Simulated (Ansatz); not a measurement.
# CH3NOSSi (SMILES [H]/N=C1/S[SiH]1O): CCSD/def2-SVP

Aim: the vertical singlet–triplet gap of CH3NOSSi at CCSD/def2-SVP, from 2 runs. 

Program for the calculation: Ansatz 0.2.0.

93 further runs of the same task are left out: 93 set aside as unsound or not needed. Runs told in other sessions of the task aren't counted.

**1. Starting point**

CH3NOSSi: 8 atoms, total charge 0, spin state singlet. SMILES: `[H]/N=C1/S[SiH]1O`. The shape is that of a PBE0-D4/def2-TZVP optimisation. This is one conformer, not always the lowest.

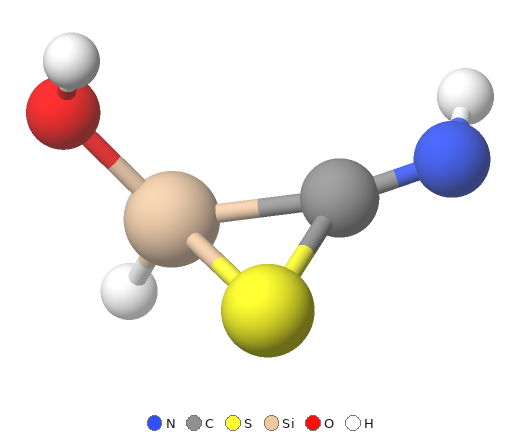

Viewed from a chosen angle; nitrogen blue, carbon grey, sulfur yellow, silicon light orange, oxygen red, hydrogen white.

**2. A single-point energy at CCSD/def2-SVP**

Input file in.yaml:

```yaml
crystal:
  periodic: [false, false, false]
  atoms:
    - symbol: "N"
      position_ang: [0.190900, 1.673800, 1.393300]
    - symbol: C
      position_ang: [0.219800, 0.565600, 0.811600]
    - symbol: S
      position_ang: [-0.007900, -1.092800, 1.554500]
    - symbol: Si
      position_ang: [0.323000, -0.715300, -0.484600]
    - symbol: O
      position_ang: [-0.831600, -0.972800, -1.603400]
    - symbol: H
      position_ang: [0.347300, 2.431900, 0.729100]
    - symbol: H
      position_ang: [1.597600, -1.091500, -1.118200]
    - symbol: H
      position_ang: [-1.746800, -0.856000, -1.337900]
basis:
  gaussian: {orbitals: def2-SVP}
correlation: {method: ccsd, frozen_orbitals: {C: 1, H: 0, "N": 1, O: 1, S: 5, Si: 5}}
accuracy: high
scf: {omitted_lower_state_checks: [cluster_reference, increment]}
```

On the command line:

```sh
$ ansatz run in.yaml --threads 1 --pin off --max-ram 2610MiB --events-out events.jsonl --progress --plain --runs-dir runs
```

What it wrote, cut to the lines that bear on the results:

```text
Warning: RAYON_NUM_THREADS=1 ignored (pool sized by the plan → 1); use --threads N
Functional definition: HF
  name "HF"
[...]
2023 factors; integrals over basis functions are off by at most 5.1e-8 eV
[...]
mean field -23267.01529201 eV, -855.0470410320 hartree, gradient 3.0e-8 eV, S^2 0.000000; 0 other end points of the search recorded, 0 dependent functions left out
13 core orbitals not correlated: weight in the atoms' cores, before any rotation towards them, 1.000 or more for the frozen orbitals, at most 0.000 for the correlated occupied ones
reference -23267.01529201 eV, -855.0470410320 hartree; 14, 14 occupied and 66, 66 virtual orbitals, 2023 factors
second order -18.94671931 eV of doubles, -0.00000000 eV of singles
cycle   1  -19.16327570 eV  change   -2.2e-1 eV  update   1.2e-1
[...]
cycle  24  -19.83965432 eV  change   1.8e-10 eV  update   1.6e-9
Total energy: -23286.85494633 eV, -855.7761348804 hartree
Checks for a lower state left out: cluster_reference, increment
```

It took 21 s on 1 thread of Arm Neoverse V2, shared host; peak memory 0.54 GiB.

**3. The triplet**

Input file in.yaml:

```yaml
crystal:
  periodic: [false, false, false]
  atoms:
    - {symbol: N, position_ang: [0.190900, 1.673800, 1.393300]}
    - {symbol: C, position_ang: [0.219800, 0.565600, 0.811600]}
    - {symbol: S, position_ang: [-0.007900, -1.092800, 1.554500]}
    - {symbol: Si, position_ang: [0.323000, -0.715300, -0.484600]}
    - {symbol: O, position_ang: [-0.831600, -0.972800, -1.603400]}
    - {symbol: H, position_ang: [0.347300, 2.431900, 0.729100]}
    - {symbol: H, position_ang: [1.597600, -1.091500, -1.118200]}
    - {symbol: H, position_ang: [-1.746800, -0.856000, -1.337900]}
basis:
  gaussian: {orbitals: def2-SVP}
total_charge: 0
scf: {omitted_lower_state_checks: [cluster_reference, increment]}
magnetization: {spin_polarized: true, initial_magnetization: 2}
accuracy: high
correlation: {method: ccsd, frozen_orbitals: {C: 1, H: 0, "N": 1, O: 1, S: 5, Si: 5}}
```

On the command line:

```sh
$ ansatz run in.yaml --threads 1 --pin off --max-ram 2610MiB --events-out events.jsonl --progress --plain --runs-dir runs
```

What it wrote:

```text
Warning: RAYON_NUM_THREADS=1 ignored (pool sized by the plan → 1); use --threads N
[... 16 lines left out ...]
13 core orbitals not correlated: weight in the atoms' cores, before any rotation towards them, 1.000 or more for the frozen orbitals, at most 0.000 for the correlated occupied ones
[... 42 lines left out ...]
Total energy: -23282.97586645 eV, -855.6335813242 hartree
Checks for a lower state left out: cluster_reference, increment
```

Wall time 2.4 min (1 thread of Arm Neoverse V2, shared host); peak memory 1.1 GiB.

**4. Outcome**

Level: CCSD/def2-SVP, 13 core orbitals frozen.

| quantity | value |
| --- | --- |
| singlet: total energy | -855.77613 Eh |
| singlet: correlation energy (13 core orbitals frozen) | -729.1 mEh |
| singlet: T1 diagnostic | 0.015 |
| triplet: total energy | -855.63358 Eh |
| triplet: correlation energy (13 core orbitals frozen) | -709.3 mEh |
| triplet: ⟨S²⟩ of the reference determinant | 2.032 |
| triplet: T1 diagnostic | 0.042 |
| vertical energy of the triplet above the singlet | 3.879 eV |

At this shape the triplet lies 3.88 eV (89 kcal/mol) above the singlet.
